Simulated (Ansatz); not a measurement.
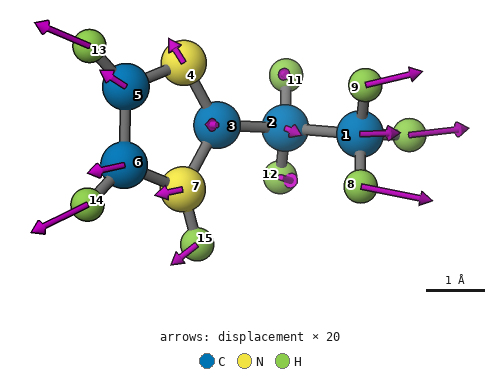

This is a relaxation of C₅H₈N₂ (coarse preliminary run). The starting structure is drawn; purple arrows show the displacements, magnified 20 times. The two geometries are superimposed by the best rigid fit.

A ball-and-stick model, seen at a tilt.

The start comes from a force field.

These are results of RKS PBE-D4/def2-SVP in Ansatz 0.2.0, not measurements. (force threshold 0.03 eV/Å; at most 200 steps)

**Atoms of which element are displaced furthest, and by how much?**

Hydrogen: up to 0.065 Å, against 0.039 Å for carbon.

**Describe the change and its energy.**

Over 3 geometry steps the energy falls by 12.2 kJ/mol. Largest force component: 1.2 eV/Å at the start, 0.024 eV/Å at the end. The atom that moves furthest after the best rigid fit is an H atom (0.065 Å). Largest moves by element: H 0.065 Å, C 0.039 Å, N 0.027 Å. Near-neighbour distances that change, for instance: C–H 1.071 → 1.098 Å, C–C 1.363 → 1.386 Å, C–N 1.306 → 1.327 Å, C–H 1.093 → 1.112 Å. Among the angles between lasting bonds that change: C–C–C 111.1° → 113.3°, H–C–H 108.8° → 106.7°.
